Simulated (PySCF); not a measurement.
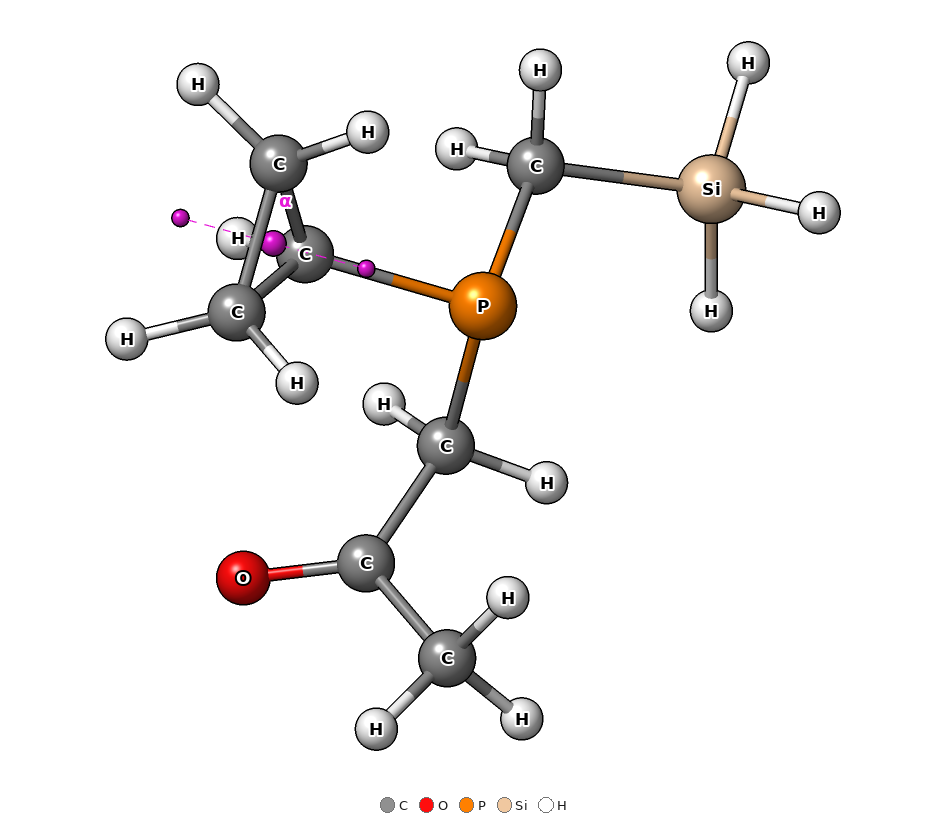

The small points mark where nucleus-independent chemical shifts (NICS) were computed: at the centre of each lettered ring and 1 Å above and below it. The geometry was computed by an optimisation with PBE0-D3(BJ)/def2-SVP. No frequency run is at hand to confirm it as a minimum. Method: GIAO PBE0/pcSseg-1 NMR shielding, non-relativistic, IEF-PCM benzene (PySCF 2.14.0).

Give NICS(0), NICS(1) and the out-of-plane component NICS(1)zz for each ring (means of the two sides).

```csv
ring,members,NICS(0),NICS(1),NICS(1)zz
α,C3,−44.0,−8.8,−22.8
```

Values in ppm.
